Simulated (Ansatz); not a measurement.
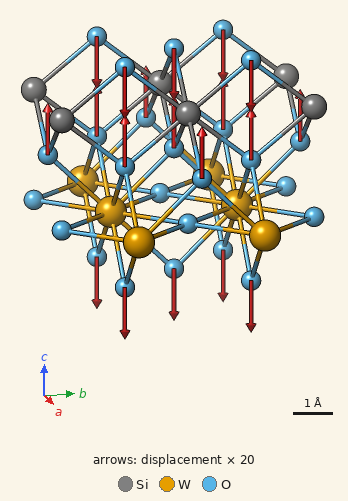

A relaxation of crystalline SiWO$_{5}$ (built on the ZnPd5Se type) (coarse preliminary run). The starting structure is drawn; red arrows show the displacements (the part carried along by the change of the cell is left out), magnified 20 times.

Style: ball-and-stick. Shown: the atoms within 4.2 Å of the atom that moves most (axes of the cell of the calculation), slightly off an axis.

Case: ZnPd5Se type (P4/mmm, No. 123).

Computed with DFT PBE, scalar-relativistic, plane waves, PAW (Ansatz).

The input:
```yaml
crystal:
  lattice:
    - [3.3698013891, 0.0, 0.0]
    - [0.0, 3.3698013891, 0.0]
    - [0.0, 0.0, 5.9185561492]
  atoms:
    - { symbol: Si, position: [0.0, 0.0, 0.5] }
    - { symbol: W, position: [0.5, 0.5, 0.0] }
    - { symbol: O, position: [0.5, 0.0, 0.7262] }
    - { symbol: O, position: [0.0, 0.5, 0.7262] }
    - { symbol: O, position: [0.5, 0.0, 0.2738] }
    - { symbol: O, position: [0.0, 0.5, 0.2738] }
    - { symbol: O, position: [0.0, 0.0, 0.0] }
basis:
  ecutwfc: 420
kpoints:
  mp_grid: { grid: [6, 6, 4] }
hamiltonian:
  xc: pbe
scf:
  occupations: { method: gaussian, width: 0.1 }
  lower_state_search: "off"
output:
  forces: true
  stress: true
  eigenvalues: true
relax:
  adjacent_minimum: "off"
  f_tol: 0.04
  max_steps: 70
  cell: { stress_tol: 0.4 }
```

Command:
```bash
ansatz run input.yaml --threads 1 --pin off --max-ram 2560MiB --backend cpu --events-out ev --progress --plain --runs-dir out
```

**Which element moves most?**

Oxygen: up to 0.071 Å, against 0.000 Å for tungsten.

**Describe the change and its energy.**

After 6 accepted moves (8 points after the start) the energy has fallen by 2.261 eV per cell of the calculation. Largest force component: 1.2 eV/Å at the start, 0.0018 eV/Å at the end. Pressure: −31.76 GPa at the start and 0.15 GPa at the end. The SCF was repeated twice at an unchanged geometry on a basis and grid sized afresh for the cell, which shifted the energy by 21.5 meV per cell of the calculation at most. The largest moves relative to the cell, 0.071 Å, are those of O3, O4, O5 and O6. O5 goes along +c. W and Si stay in place. The volume changes by −16.0 %, with a = b 3.370 → 3.292 Å (−2.3 %), c 5.919 → 5.209 Å (−12.0 %). Near-neighbour distances that change, for instance: Si1–O3 2.152 → 1.984 Å, W2–O3 2.338 → 2.225 Å, W2–O7 2.383 → 2.328 Å. Bond angles that change, for instance: Si1–O4–Si1 103.1° → 112.1°, Si1–O4–W2 115.5° → 112.1°, W2–O4–W2 92.2° → 95.4°. The space group stays P4/mmm (No. 123). Cost: 37 s on 1 thread of Arm Neoverse V1 (shared host), peak memory 0.36 GiB.
